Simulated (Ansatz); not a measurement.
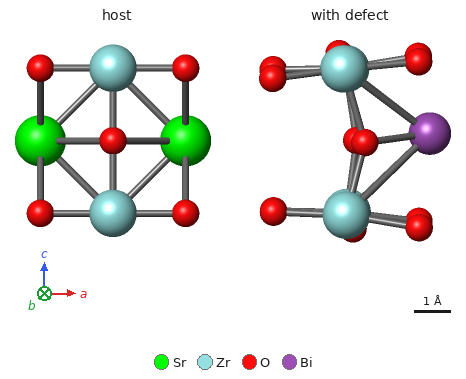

Left: perfect SrZrO3. Right: the same region with a pair of point defects, after relaxing the atoms in a supercell of 40 sites. Style: ball-and-stick. Shown: the atoms within 4.6 Å of one point, along the b axis.

Computed with DFT, PBEsol, PAW, plane waves in Ansatz. Settings: plane-wave cutoff 420 eV; k-point mesh 1 × 1 × 1; mesh shifted by (0.25, 0.25, 0.25); collinear spin. Fermi-Dirac smearing of 0.01 eV. The axes drawn are those of the host's conventional cell.

Q: Which defect is it?

A: A strontium atom is replaced by bismuth and a strontium atom is taken out (a vacancy), the two sites 4.1 Å apart.

The charge state of the cell is 0.

Q: What does the relaxation do around it?

A: In the host the Sr atom has 12 O at 2.92 Å; the Bi atom ends with 5 O at 2.23 to 2.49 Å. Around the empty Sr site the host had 12 O at 2.92 Å; after relaxation the nearest atoms are 9 O at 2.76 to 3.19 Å. Of the host's atoms, an oxygen atom moves furthest from its site, by 0.61 Å. The Bi atom itself moves 0.56 Å from where it was put. The cell's net moment is 1.00 μB.

Limits of the set-up: the periodic images lie only 8.3 Å apart, so the values are limited by the cell's size.
